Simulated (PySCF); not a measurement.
Atomic calculation, with input and output: Sm²⁺

System: Sm²⁺, configuration 1s2 2s2 2p6 3s2 3p6 3d10 4s2 4p6 4d10 4f5 5s2 5p6 6p1, multiplicity 7.
Method: unrestricted HF, x2c-TZVPPall, spin-free X2C-1e, Gaussian nucleus (PySCF).

## Log (extracts)
```
damping factor = 0
level_shift factor = 0
DIIS = <class 'pyscf.scf.diis.CDIIS'>
diis_start_cycle = 1
diis_space = 10
diis_damp = 0
SCF conv_tol = 1e-09
SCF conv_tol_grad = None
number electrons alpha = 33  beta = 27
cycle= 1 E= -10421.9144555286  delta_E= -0.00767  |g|= 0.0275  |ddm|= 0.0476
cycle= 2 E= -10421.9145855065  delta_E= -0.00013  |g|= 0.00477  |ddm|= 0.0147
cycle= 3 E= -10421.9147681299  delta_E= -0.000183  |g|= 0.0062  |ddm|= 0.0257
cycle= 4 E= -10421.9147014985  delta_E= 6.66e-05  |g|= 0.00532  |ddm|= 0.00783
cycle= 5 E= -10421.9145313424  delta_E= 0.00017  |g|= 0.00207  |ddm|= 0.0353
cycle= 6 E= -10421.9145223069  delta_E= 9.04e-06  |g|= 0.000601  |ddm|= 0.00976
cycle= 7 E= -10421.9145223367  delta_E= -2.98e-08  |g|= 0.000332  |ddm|= 0.00148
cycle= 8 E= -10421.9145223617  delta_E= -2.5e-08  |g|= 8.25e-05  |ddm|= 0.000293
cycle= 9 E= -10421.9145223869  delta_E= -2.52e-08  |g|= 7.59e-05  |ddm|= 0.000319
cycle= 10 E= -10421.9145223537  delta_E= 3.32e-08  |g|= 2.35e-05  |ddm|= 0.000479
cycle= 11 E= -10421.9145223511  delta_E= 2.64e-09  |g|= 6.58e-06  |ddm|= 0.000171
cycle= 12 E= -10421.9145223511  delta_E=    0  |g|= 4.99e-07  |ddm|= 1.31e-05
converged SCF energy = -10421.9145223511  <S^2> = 12.004504  2S+1 = 7.0012868
```

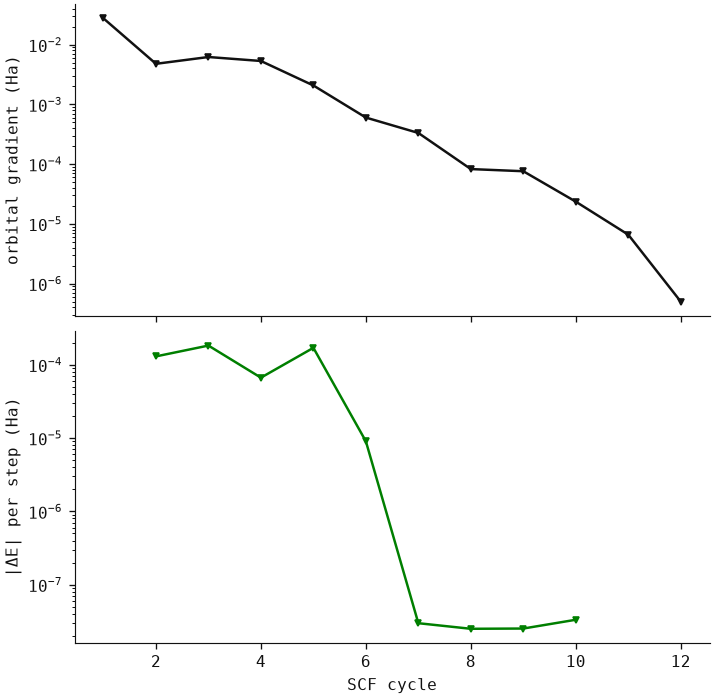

Fig. 1: Convergence: orbital gradient and change of the energy from step to step (the smallest changes aren't drawn) against the SCF cycle. The residual falls almost steadily, with no more than small rises or pauses. It goes from 0.028 to 5.0×10⁻⁷ in 12 steps.

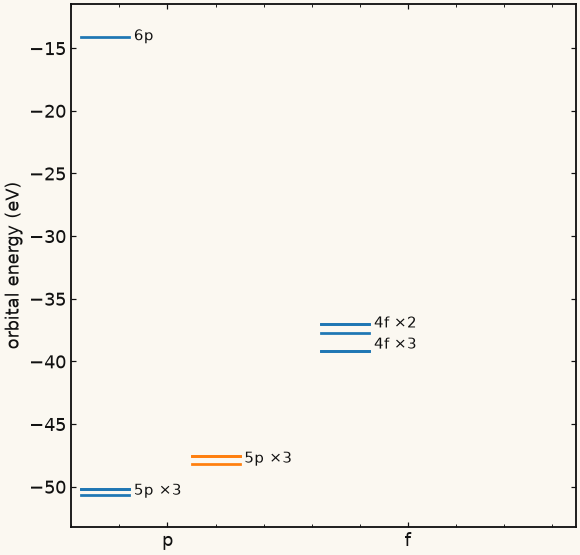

Fig. 2: Orbital energies of the mean field, from the top down to −50.6 eV, by angular momentum, α spin at the left of each column and β at the right; ×n counts the orbitals under one label. The highest filled orbital is 6p α at −14.1 eV, the lowest empty one s α at −13.4 eV.

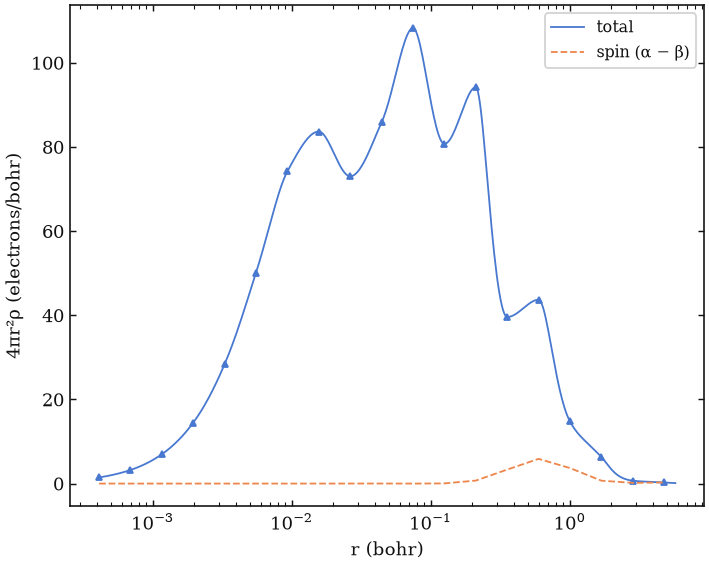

Fig. 3: Spherically averaged radial density 4πr²ρ of the mean field and its spin part; markers are the stored points, which are sparse, and the line is a monotone interpolation between them. The largest stored value is 108 electrons/bohr at r = 0.075 bohr. Root-mean-square radii of the shells: 4p 0.652, 4d 0.721, 4f 0.973, 5s 1.49, 5p 1.70, 6p 4.48 bohr.

## The input
```python
from pyscf import gto, scf, dft, mp, cc
import basis_set_exchange as bse
mol = gto.M(atom="Sm 0 0 0", charge=2, spin=6, symmetry="D2h",
            basis=gto.basis.parse(bse.get_basis("x2c-TZVPPall", elements=["Sm"], fmt="nwchem")),
            nucmod="G")
mf = scf.UHF(mol).sfx2c1e()
mf.irrep_nelec = {'Ag': (9, 9), 'B1g': (2, 2), 'B2g': (2, 2), 'B3g': (2, 2), 'Au': (1, 0), 'B1u': (6, 4), 'B2u': (6, 4), 'B3u': (5, 4)}
mf.kernel()
```

The script is an equivalent of what the driver set up; the driver started from orbitals of its own, so the log can be shorter than this script's would be, and it computed the properties (radii, ⟨L²⟩, response) afterwards. It held the occupations shell by shell, which the script's counts by irreducible representation don't always enforce.

## Results in brief

- outcome: converged
- total energy: −10421.9145 hartree
- ⟨S²⟩: 12.005
- ⟨L²⟩: 26.02
- SCF iterations: 12
- hardware: 1 CPU thread, shared host
- CPU time: 5.9 s (integrals apart)

## Remarks

Radii and densities are those of the two-component orbitals, without the picture-change correction, so the innermost s shells come out slightly too small (about 1 % for 1s near Z = 40, more for heavier atoms). This is not the ground configuration of the species. ⟨L²⟩ departs from that of the intended term, so the determinant mixes terms.
